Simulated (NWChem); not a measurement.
**doublet [C2H4O2]−: levels of theory compared**

We compute a comparison of 3 runs (UHF/6-311+G**, U-revPBE/6-311+G**, UMP2/6-311+G**) of doublet [C2H4O2]−. 

The calculation is run with NWChem 7.3.0.

3 further runs of the same task are left out: 3 that didn't finish.

## 1. The molecule

The species is [C2H4O2]− (8 atoms), meant as a doublet with charge -1. As SMILES of the parent species, `COC=O`. Geometry: relaxed at PBE0-D4/def2-TZVP. That shape belongs to the parent species and isn't relaxed for this state.

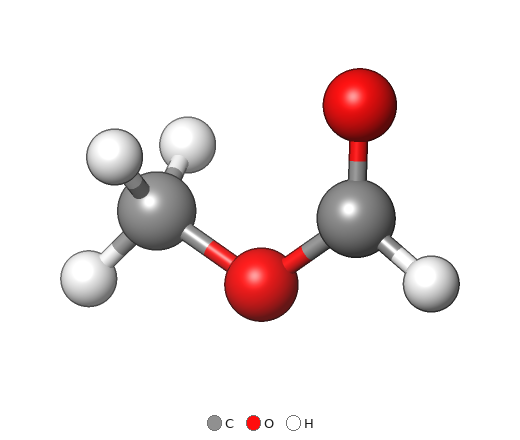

The structure, seen from a chosen angle (carbon grey, oxygen red, hydrogen white).

## 2. A single-point energy at UHF/6-311+G(d,p) (run 1)

The input, run.py:

```python
from ase import Atoms
from ase.calculators.nwchem import NWChem

molecule = Atoms(['C', 'O', 'C', 'O', 'H', 'H', 'H', 'H'], positions=[
    [0.012500, 1.014000, -0.113700],
    [0.065700, -0.091700, 0.787600],
    [0.016500, -1.291800, 0.216700],
    [-0.066200, -1.504700, -0.957200],
    [-0.916500, 0.996100, -0.684900],
    [0.062500, 1.905400, 0.506600],
    [0.853900, 0.981700, -0.806900],
    [0.064000, -2.066100, 0.996100],
])

calc = NWChem(
    label='nw',
    theory='scf',
    memory='2200 mb',
    basis='6-311+G**',
    basispar='spherical bse',
    charge=-1,
    scf={'nopen': '1', 'uhf': None, 'thresh': '1e-08', 'maxiter': '80'},
    task='energy',
)
molecule.calc = calc

print("Total energy (eV):", round(molecule.get_potential_energy(), 6))
```

On the command line:

```
$ export ASE_NWCHEM_COMMAND="nwchem PREFIX.nwi > PREFIX.nwo"
$ python run.py
```

What it wrote:

```text
Total energy (eV): -6198.416248
```

The calculator wrote nw.nwi:

```
title "nw"

permanent_dir nw

scratch_dir nw

start nw

geometry units angstrom nocenter noautosym noautoz
  C  1.2500000000000001e-02 1.0140000000000000e+00 -1.1370000000000000e-01
  O  6.5699999999999995e-02 -9.1700000000000004e-02 7.8759999999999997e-01
  C  1.6500000000000001e-02 -1.2918000000000001e+00 2.1670000000000000e-01
  O  -6.6199999999999995e-02 -1.5046999999999999e+00 -9.5720000000000005e-01
  H  -9.1649999999999998e-01 9.9609999999999999e-01 -6.8489999999999995e-01
  H  6.2500000000000000e-02 1.9054000000000000e+00 5.0660000000000005e-01
  H  8.5389999999999999e-01 9.8170000000000002e-01 -8.0689999999999995e-01
  H  6.4000000000000001e-02 -2.0661000000000000e+00 9.9609999999999999e-01
end

charge -1

memory 2200 mb

basis spherical bse noprint
   * library 6-311+G**
end

scf
  nopen 1
  uhf
  thresh 1e-08
  maxiter 80
end

task scf energy
```

nw.nwo:

```text
Northwest Computational Chemistry Package (NWChem) 7.3.0
             --------------------------------------------------------

           Job information
           ---------------

    nwchem branch   = 7.3.0
    use scalapack   = T
    input           = nw.nwi
    prefix          = nw.
    data base       = nw/nw.db
    status          = startup
    nproc           =        1

           Memory information
           ------------------

    heap     =     72089598 doubles =      550.0 Mbytes
    stack    =     72089595 doubles =      550.0 Mbytes
    global   =    144179200 doubles =     1100.0 Mbytes (distinct from heap & stack)
    total    =    288358393 doubles =     2200.0 Mbytes
    verify   = yes
    hardfail = no

           Directory information
           ---------------------

  0 permanent = nw
  0 scratch   = nw

                                NWChem Input Module
                                -------------------

                                        nw
                                        --

[... 124 lines left out ...]
 Convergence threshold     :          1.000E-08
[... 15 lines left out ...]
       Final UHF  results
[... 3 lines left out ...]
      One electron energy =   -559.718556521892
[... 1 line left out ...]
 Nuclear repulsion energy =    122.958874009007
[... 39 lines left out ...]
          Final beta eigenvalues
[... 272 lines left out ...]
                     UHF Final Beta Molecular Orbital Analysis
[... 284 lines left out ...]
   Mulliken analysis of the spin density
   -------------------------------------

    Atom       Charge   Shell Charges
 -----------   ------   -------------------------------------------------------
    1 C    6     1.31   0.00 -0.00  0.00  0.03  0.01  0.01 -0.03  0.99  0.30  0.00
    2 O    8    -0.21  -0.00  0.00  0.00  0.00  0.00  0.00 -0.00 -0.21 -0.00  0.00
    3 C    6     0.56   0.00 -0.00  0.00  0.00  0.00  0.02  0.00  0.52  0.02  0.00
[... 4 lines of this table left out ...]
    8 H    1    -0.03  -0.00 -0.00 -0.03  0.00

       Multipole analysis of the density wrt the origin
       ------------------------------------------------

     L   x y z        total         alpha         beta         nuclear
     -   - - -        -----         -----         ----         -------
     0   0 0 0     -1.000000    -17.000000    -16.000000     32.000000

     1   1 0 0     -0.001831     -0.246560     -0.197278      0.442007
[... 8 lines of this table left out ...]
     2   0 0 2    -30.713236    -47.252026    -37.101163     53.639952

 Task  times  cpu:       66.0s     wall:       66.0s
 Total times  cpu:       66.0s     wall:       66.0s
```

Run time: 67 s. Hardware: 1 thread of Intel Xeon Platinum 8488C (Sapphire Rapids), shared host; peak memory 0.097 GiB.

## 3. The energy at U-revPBE/6-311+G(d,p) (run 2)

The input, run.py:

```python
from ase import Atoms
from ase.calculators.nwchem import NWChem

system = Atoms('COCOHHHH', positions=[
    [0.012500, 1.014000, -0.113700],
    [0.065700, -0.091700, 0.787600],
    [0.016500, -1.291800, 0.216700],
    [-0.066200, -1.504700, -0.957200],
    [-0.916500, 0.996100, -0.684900],
    [0.062500, 1.905400, 0.506600],
    [0.853900, 0.981700, -0.806900],
    [0.064000, -2.066100, 0.996100],
])

calc = NWChem(
    label='c2h4o2',
    theory='dft',
    memory='2200 mb',
    basis='6-311+G**',
    basispar='spherical bse',
    charge=-1,
    dft={'xc': 'revpbe cpbe96', 'mult': '2', 'grid': 'fine', 'convergence': 'energy 1e-08', 'iterations': '100', 'mulliken': None},
    task='energy',
)
system.calc = calc

print("Total energy (eV):", round(system.get_potential_energy(), 6))
```

On the command line:

```
$ export ASE_NWCHEM_COMMAND="nwchem PREFIX.nwi > PREFIX.nwo"
$ python run.py
```

What it wrote:

```text
Total energy (eV): -6232.029498
```

The calculator wrote c2h4o2.nwi:

```
title "c2h4o2"

permanent_dir c2h4o2

scratch_dir c2h4o2

start c2h4o2

geometry units angstrom nocenter noautosym noautoz
  C  1.2500000000000001e-02 1.0140000000000000e+00 -1.1370000000000000e-01
  O  6.5699999999999995e-02 -9.1700000000000004e-02 7.8759999999999997e-01
  C  1.6500000000000001e-02 -1.2918000000000001e+00 2.1670000000000000e-01
  O  -6.6199999999999995e-02 -1.5046999999999999e+00 -9.5720000000000005e-01
  H  -9.1649999999999998e-01 9.9609999999999999e-01 -6.8489999999999995e-01
  H  6.2500000000000000e-02 1.9054000000000000e+00 5.0660000000000005e-01
  H  8.5389999999999999e-01 9.8170000000000002e-01 -8.0689999999999995e-01
  H  6.4000000000000001e-02 -2.0661000000000000e+00 9.9609999999999999e-01
end

charge -1

memory 2200 mb

basis spherical bse noprint
   * library 6-311+G**
end

dft
  xc revpbe cpbe96
  mult 2
  grid fine
  convergence energy 1e-08
  iterations 100
  mulliken
end

task dft energy
```

c2h4o2.nwo:

```text
Northwest Computational Chemistry Package (NWChem) 7.3.0
             --------------------------------------------------------

           Job information
           ---------------

    nwchem branch   = 7.3.0
    use scalapack   = T
    input           = c2h4o2.nwi
    prefix          = c2h4o2.
    data base       = c2h4o2/c2h4o2.db
    status          = startup
    nproc           =        1

           Memory information
           ------------------

    heap     =     72089600 doubles =      550.0 Mbytes
    stack    =     72089597 doubles =      550.0 Mbytes
    global   =    144179200 doubles =     1100.0 Mbytes (distinct from heap & stack)
    total    =    288358397 doubles =     2200.0 Mbytes
    verify   = yes
    hardfail = no

           Directory information
           ---------------------

  0 permanent = c2h4o2
  0 scratch   = c2h4o2

                                NWChem Input Module
                                -------------------

                                      c2h4o2
                                      ------

[... 25 lines left out ...]
            Nuclear Dipole moment (a.u.)
[... 69 lines left out ...]
  convergence criterion.
[... 16 lines left out ...]
          Convergence on density requested:  1.00D-05
[... 20 lines left out ...]
          Spatial weights used:  Erf1
[... 3 lines left out ...]
          Convergence aids based upon iterative change in
[... 84 lines left out ...]
         Total DFT energy =     -229.022861693869
[... 1 line left out ...]
           Coulomb energy =      237.687979456559
[... 1 line left out ...]
 Nuclear repulsion energy =      122.958874009007
[... 791 lines left out ...]
                     DFT Final Beta Molecular Orbital Analysis
[... 876 lines left out ...]
   alpha    101    102    103    104    105    106    107    108    109    110
    beta    101    102    103    104    105    106    107    108    109    110
 overlap   1.000  1.000  1.000  1.000  1.000  1.000  1.000  1.000  1.000  1.000

   alpha    111    112
    beta    111    112
 overlap   1.000  1.000

     --------------------------
     Expectation value of S2:
     --------------------------
      <S2> =      0.7500 (Exact =     0.7500)

 center of mass
 --------------
 x =   0.01273235 y =  -0.85122839 z =  -0.04614823

 moments of inertia (a.u.)
 ------------------
         336.084729295340          -5.309858189123          -6.825416487782
          -5.309858189123         104.911947401840         -49.609536653517
          -6.825416487782         -49.609536653517         243.535924691724

     Multipole analysis of the density
     ---------------------------------

     L   x y z        total         alpha         beta         nuclear
     -   - - -        -----         -----         ----         -------
     0   0 0 0     -1.000000    -17.000000    -16.000000     32.000000

     1   1 0 0     -0.029484     -0.271447     -0.200043      0.442007
[... 8 lines of this table left out ...]
     2   0 0 2    -30.792116    -47.343890    -37.088179     53.639952

 Task  times  cpu:      281.7s     wall:      281.7s
 Total times  cpu:      281.7s     wall:      281.7s
```

Run time: 4.7 min. Hardware: 1 thread of Intel Xeon Platinum 8488C (Sapphire Rapids), shared host; peak memory 0.12 GiB.

## 4. The energy at UMP2/6-311+G(d,p) (run 3)

The input, mol.nw:

```
start mol
title "C2H4O2"
memory 2200 mb
charge -1

geometry units angstrom noautosym nocenter noautoz
 C      0.012500     1.014000    -0.113700
 O      0.065700    -0.091700     0.787600
 C      0.016500    -1.291800     0.216700
 O     -0.066200    -1.504700    -0.957200
 H     -0.916500     0.996100    -0.684900
 H      0.062500     1.905400     0.506600
 H      0.853900     0.981700    -0.806900
 H      0.064000    -2.066100     0.996100
end

basis "ao basis" spherical bse
 C library 6-311+G**
 O library 6-311+G**
 H library 6-311+G**
end

scf
 doublet
 uhf
 thresh 1e-08
 maxiter 80
 noprint "final vectors analysis"
end

mp2
 freeze core 4
 tight
end

task mp2 energy
```

On the command line:

```
$ nwchem mol.nw > mol.out
```

What it wrote:

```text
[...]
  functions       =   112
[...]
  wavefunction    = UHF
[...]
         Total SCF energy =   -227.787597516778
      One electron energy =   -559.718556521988
      Two electron energy =    208.972084996202
 Nuclear repulsion energy =    122.958874009007
                       Sz =      0.5000
                 Sz(Sz+1) =      0.7500
                      S^2 =      0.7504
[...]
          Total MP2 energy          -228.480347283499
[...]
```

Wall time 73 s (1 thread of Intel Xeon Platinum 8488C (Sapphire Rapids), shared host); peak memory 0.38 GiB.

## 5. All runs side by side

```
run               level  iteration cap  module  energy (Eh)  HOMO energy (eV)  LUMO energy (eV)   ⟨S²⟩  wall time
  1       UHF/6-311+G**             80     scf  -227.787598              1.77              4.62  0.750       67 s
  2  U-revPBE/6-311+G**            100     dft  -229.022862              2.56              2.69  0.750    4.7 min
  3      UMP2/6-311+G**             80     mp2  -228.480347                 –                 –  0.750       73 s
```

## 6. What came out

```
                                          quantity          value
                               run 3: total energy  -228.48035 Eh
run 3: correlation energy (4 core orbitals frozen)     -692.7 mEh
          run 3: ⟨S²⟩ of the reference determinant          0.750
```

What this shows: In runs 1, 2 the HOMO lies above zero, so the outermost electron may be held by the basis alone. All runs together took 7.1 min, the longest 4.7 min.
